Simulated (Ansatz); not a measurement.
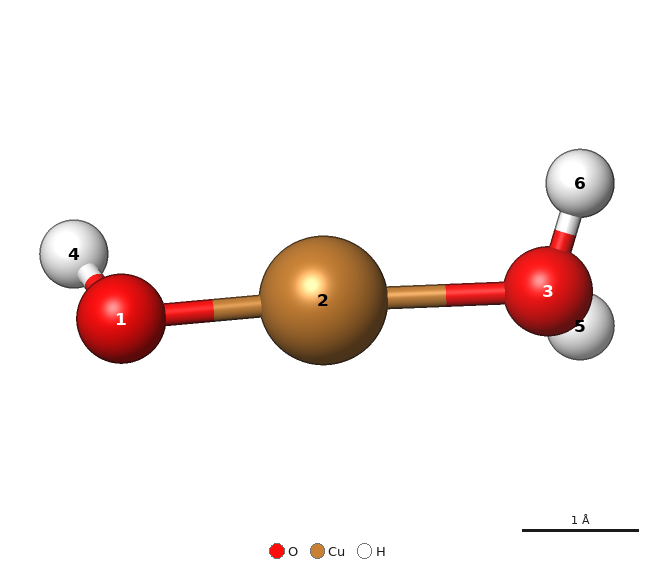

The species is neutral and a spin singlet. Computed geometry: PBE-D4/def2-SVP optimisation. No frequency run is at hand to confirm it as a minimum.

List the bonds and their lengths.

```
  bond  length (Å)
O1–Cu2       1.773
 O1–H4       0.977
Cu2–O3       1.952
 O3–H5       0.979
 O3–H6       0.979
```
